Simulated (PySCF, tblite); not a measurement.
# C5H9F: magnetic properties

Wanted: magnetic properties for C5H9F (`C[C@@H]1C[C@@H]1CF`).

Computed with tblite 0.8.0 and PySCF 2.14.0 and routines of our own; the level stands in each step. Atoms count from 0.

## 1. The system as given

15 atoms, charge 0, multiplicity 1; geometry from: force field or distance geometry start.

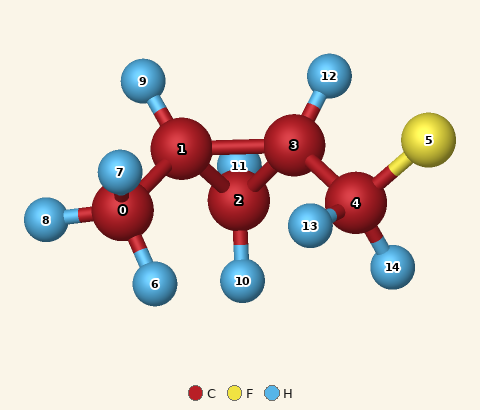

The starting geometry (carbon red, fluorine yellow, hydrogen blue).

## 2. Optimising the geometry with GFN2-xTB, one coordinate held

What the job is given:

```
{"job": {"kind": "relax", "xc": "GFN2-xTB", "basis": "xTB"}, "charge": 0, "multiplicity": 1}
C      1.553800    -0.746400    -0.135400
C      0.785200     0.546400    -0.161000
C      0.097200     1.024300     1.095000
C     -0.723300     0.603300    -0.115300
C     -1.574100    -0.628300    -0.043000
F     -2.597200    -0.473800    -0.941200
H      1.146100    -1.454100     0.588500
H      1.523900    -1.204300    -1.120300
H      2.597500    -0.560400     0.124800
H      1.285300     1.280600    -0.764600
H      0.083200     0.394700     1.971600
H      0.124000     2.085300     1.318000
H     -1.212500     1.372900    -0.679800
H     -0.996900    -1.511500    -0.348300
H     -2.017300    -0.790000     0.937100
```

Command:

```
$ OMP_NUM_THREADS=1 python excited_run.py task.json out
```

The driver reads the jobs from task.json and runs them one after another.

Log:

```text
step      E/eV     max force
  0    -544.27076    1.218
  1    -544.29432    0.496
  2    -544.30174    0.211
  3    -544.30852    0.163
  4    -544.31150    0.172
  5    -544.31423    0.121
  6    -544.31516    0.060
  7    -544.31561    0.058
  8    -544.31594    0.060
  9    -544.31624    0.050
 10    -544.31645    0.041
 11    -544.31657    0.032
 12    -544.31668    0.033
 13    -544.31680    0.028
 14    -544.31690    0.028
 15    -544.31698    0.021
 16    -544.31703    0.021
 17    -544.31708    0.020
 18    -544.31713    0.015
 19    -544.31716    0.015
 20    -544.31718    0.015
 21    -544.31719    0.014
```

It took 0.15 s on 1 thread of Arm Neoverse V1, shared host.

One coordinate is held by a constraint (a dihedral, as typed in the start), so the force along it need not vanish.

The steps of the relaxation:

| step | energy from step 0 (eV) | largest force (eV/Å) |
| --- | --- | --- |
| 0 | 0.0000 | 1.2177 |
| 1 | -0.0236 | 0.4961 |
| 2 | -0.0310 | 0.2114 |
| 3 | -0.0378 | 0.1634 |
| 4 | -0.0407 | 0.1717 |
| 5 | -0.0435 | 0.1206 |
| 6 | -0.0444 | 0.0595 |
| 7 | -0.0448 | 0.0576 |
| 8 | -0.0452 | 0.0603 |
| 9 | -0.0455 | 0.0503 |
| 10 | -0.0457 | 0.0408 |
| 11 | -0.0458 | 0.0325 |
| 12 | -0.0459 | 0.0331 |
| 13 | -0.0460 | 0.0280 |
| 14 | -0.0461 | 0.0285 |
| 15 | -0.0462 | 0.0210 |
| 16 | -0.0463 | 0.0210 |
| 17 | -0.0463 | 0.0202 |
| 18 | -0.0464 | 0.0153 |
| 19 | -0.0464 | 0.0145 |
| 20 | -0.0464 | 0.0147 |
| 21 | -0.0464 | 0.0145 |

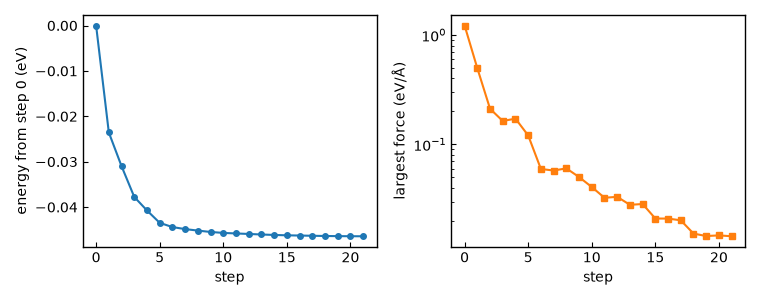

Energy and force, step by step.

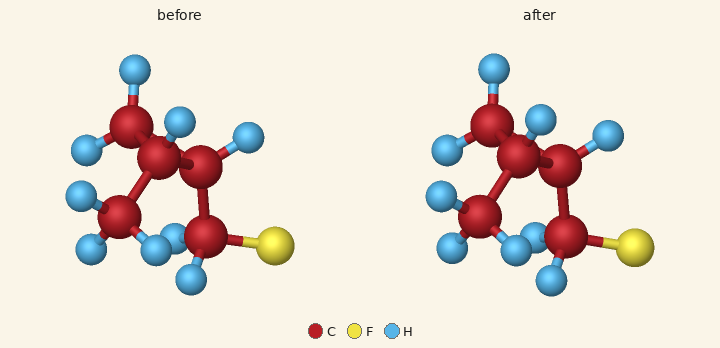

Before and after, at one scale.

Close pairs (by a distance rule), those that changed most:

| bond | before (Å) | after (Å) | change (Å) |
| --- | --- | --- | --- |
| C2–C3 | 1.522 | 1.501 | -0.021 |
| C3–C4 | 1.499 | 1.513 | +0.014 |
| C3–H12 | 1.073 | 1.083 | +0.011 |
| C1–C2 | 1.510 | 1.499 | -0.010 |
| C1–H9 | 1.074 | 1.084 | +0.010 |
| C4–H14 | 1.088 | 1.097 | +0.009 |
| C1–C3 | 1.510 | 1.504 | -0.006 |
| C2–H11 | 1.085 | 1.079 | -0.006 |

The final coordinates are the input of the step that follows.

## 3. Magnetic properties: GIAO B3LYP/pcSseg-1

What the job is given:

```
{"job": {"kind": "mag", "xc": "B3LYP", "basis": "pcSseg-1", "isotopologues": 0}, "charge": 0, "multiplicity": 1}
C      1.545111    -0.748166    -0.136427
C      0.795536     0.559870    -0.150550
C      0.097339     1.039832     1.086493
C     -0.707281     0.609880    -0.105350
C     -1.562431    -0.637207    -0.053961
F     -2.606915    -0.517604    -0.941218
H      1.121279    -1.436100     0.591181
H      1.520006    -1.217278    -1.119091
H      2.586518    -0.573972     0.128113
H      1.273025     1.315785    -0.763460
H      0.102146     0.385101     1.945238
H      0.130377     2.088132     1.339897
H     -1.187690     1.392004    -0.680559
H     -1.014995    -1.538793    -0.347535
H     -2.017273    -0.782841     0.933149
```

With the program's defaults for keys left out, this is: GIAO B3LYP/pcSseg-1 magnetisability, rotational g tensor and spin-rotation constants, non-relativistic, gas phase.

Log:

```text
coarse grid: 12096 points
cycle   1  E = -295.6092750200  dE =  6.600e-01  |g| = 5.700e-01  |ddm| = 3.264e+00
cycle   2  E = -295.5680691379  dE =  4.121e-02  |g| = 7.767e-01  |ddm| = 1.005e+00
cycle   3  E = -295.6740731796  dE = -1.060e-01  |g| = 6.673e-02  |ddm| = 5.804e-01
cycle   4  E = -295.6747296729  dE = -6.565e-04  |g| = 3.218e-02  |ddm| = 6.439e-02
cycle   5  E = -295.6749476258  dE = -2.180e-04  |g| = 4.903e-03  |ddm| = 3.062e-02
cycle   6  E = -295.6749519876  dE = -4.362e-06  |g| = 2.024e-03  |ddm| = 6.786e-03
final grid: 115992 points
cycle   7  E = -295.7277463678  dE = -3.734e-05  |g| = 8.186e-03  |ddm| = 2.507e-02
cycle   8  E = -295.7277328520  dE =  1.352e-05  |g| = 1.162e-02  |ddm| = 1.683e-02
cycle   9  E = -295.7277615228  dE = -2.867e-05  |g| = 8.440e-04  |ddm| = 9.948e-03
cycle  10  E = -295.7277616397  dE = -1.169e-07  |g| = 2.218e-04  |ddm| = 7.621e-04
cycle  11  E = -295.7277616476  dE = -7.936e-09  |g| = 5.603e-05  |ddm| = 2.149e-04
cycle  12  E = -295.7277616482  dE = -6.460e-10  |g| = 1.795e-05  |ddm| = 5.931e-05
converged SCF energy = -295.7277616482

Magnetisability tensor (1e-30 J/T^2)
    -1044.15       12.84      -44.42
       12.84    -1146.92       47.34
      -44.42       47.34    -1046.59
isotropic -1079.22   principal values   -1172.47  -1068.59   -996.59
isotropic susceptibility -64.992 1e-6 cm^3/mol

Inertial axes            a          b          c
rot. const./GHz      6.4331     2.1944     1.8695
chi total           -63.828    -64.535    -66.612
chi diamagnetic    -286.493   -612.829   -713.426
chi paramagnetic    222.665    548.294    646.813
quadrupole/D A       -6.215      2.492      3.723
g nuclear            0.6707     0.5599     0.5647
g electronic        -0.6730    -0.5652    -0.5681
g total             -0.0022    -0.0053    -0.0033

Spin-rotation constants (kHz, H = +C I.J)
atom  isotope        aa         bb         cc
  5    19F        2.186      0.999      0.656
  6     1H       -0.662     -0.264     -0.002
  7     1H       -0.599     -0.064     -0.134
  8     1H        0.211     -0.249     -0.205
  9     1H       -0.558     -0.236     -0.017
 10     1H       -0.760     -0.268      0.008
 11     1H       -0.655     -0.005     -0.194
 12     1H       -0.536     -0.189     -0.062
 13     1H       -0.628      0.130     -0.184
 14     1H       -0.637     -0.134      0.048
  0    13C*       1.068      0.298      0.263
  1    13C*       1.066      0.324      0.223
  2    13C*       1.004      0.332      0.218
  3    13C*       1.252      0.318      0.216
  4    13C*       1.357      0.651      0.464
* in the singly substituted isotopologue
```

It took 20 s on 1 thread of Arm Neoverse V1, shared host; peak memory 0.73 GiB.

From this job:

| quantity | value |
| --- | --- |
| magnetisability | -1079·10⁻³⁰ J/T² |
| molar susceptibility | -65.0·10⁻⁶ cm³/mol |
| rotational g (a, b, c) | -0.0022, -0.0053, -0.0033 |

## 4. Results

| quantity | value |
| --- | --- |
| magnetisability (step 3, GIAO B3LYP/pcSseg-1) | -1079·10⁻³⁰ J/T² |
| molar susceptibility (step 3, GIAO B3LYP/pcSseg-1) | -65.0·10⁻⁶ cm³/mol |
| rotational g (a, b, c) (step 3, GIAO B3LYP/pcSseg-1) | -0.0022, -0.0053, -0.0033 |

In words: The values above hold for this geometry and these levels alone. Vibrational averaging and real surroundings are missing from these values.
